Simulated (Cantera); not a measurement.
Input: 1 mol Si, 3.2 mol H2, at 1.00 bar.

Cantera equilibrium calculation (NASA polynomials, part measured and part estimated; ideal gas, pure solids and liquids). Candidate condensed phases: Si; 9 gas species. Gases not in the tables: Si2H6 and higher silanes. The numbers say what is thermodynamically allowed, not how fast it happens.

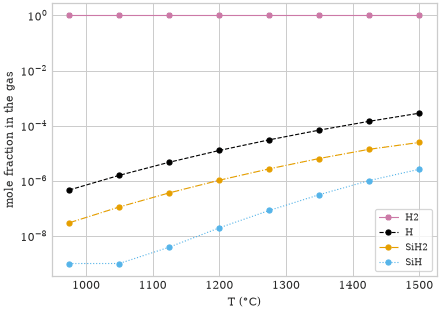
Figure. Equilibrium gas composition (values under 1e-9 drawn at 1e-9)

Question: Read off the mole fractions at 1275 °C.

Answer: H2 about 1.00, H about 3.1e-5, SiH2 about 2.7e-6, SiH about 8.4e-8.
